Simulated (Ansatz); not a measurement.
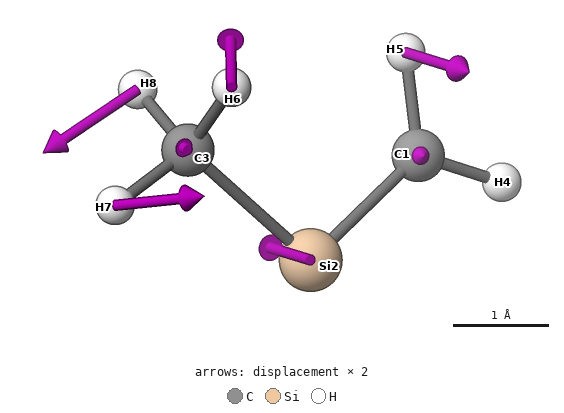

A relaxation of C2H5Si (charge −1). The starting structure is drawn; purple arrows show the displacements, 2 times their true length. The two geometries are superimposed by the best rigid fit.

A ball-and-stick model, seen from a free direction.

The run prepares an end point of a later path (torsion) calculation, from a guessed geometry.

Level of theory: RKS B3LYP-D4/def2-SVP (Ansatz).

Input file:
```yaml
crystal:
  periodic: [false, false, false]
  atoms:
    - { symbol: C, position_ang: [-0.95686, 1.06064, -0.80793] }
    - { symbol: Si, position_ang: [0.75853, 0.68075, -0.6318] }
    - { symbol: C, position_ang: [1.66075, 1.95608, -1.77235] }
    - { symbol: H, position_ang: [-1.79296, 0.55132, -0.31283] }
    - { symbol: H, position_ang: [-1.28716, 1.87307, -1.45983] }
    - { symbol: H, position_ang: [1.36379, 1.85946, -2.8238] }
    - { symbol: H, position_ang: [2.74898, 1.8162, -1.74015] }
    - { symbol: H, position_ang: [1.4694, 2.99386, -1.47326] }
total_charge: -1
basis:
  gaussian: { orbitals: def2-SVP }
hamiltonian:
  xc: b3lyp
  dispersion: d4
relax:
  f_tol: 0.015
  max_steps: 40
output:
  orbitals: {}
```

Run as
```bash
ansatz run input.yaml --threads 1 --pin off --max-ram 2048MiB --backend cpu --events-out ev --progress --plain --runs-dir out
```

> Describe the change and its energy.

H8 moves most after the best rigid fit: 0.63 Å. By element the largest moves are H 0.63 Å, Si 0.57 Å, C 0.11 Å. Among the contacts that change: Si2–C3 1.934 → 1.990 Å, C1–H5 1.093 → 1.107 Å, C3–H6 1.097 → 1.108 Å, C1–H4 1.097 → 1.104 Å. Among the angles between lasting bonds that change: Si2–C1–H5 120.9° → 126.0°, Si2–C1–H4 126.5° → 121.7°, C1–Si2–C3 104.6° → 101.1°. Groups turn about Si2–C3 by about 60°. After 23 accepted moves (27 points after the start) the energy has fallen by 0.092 eV. Largest force component: 0.94 eV/Å at the start, 0.0079 eV/Å at the end. The line search rejected the trial steps at points 3, 12, 14, 19 of the run. The forces were under the threshold at step 7, but the run went on from there.

Limits of the set-up: the basis has no diffuse functions, which an anion needs.
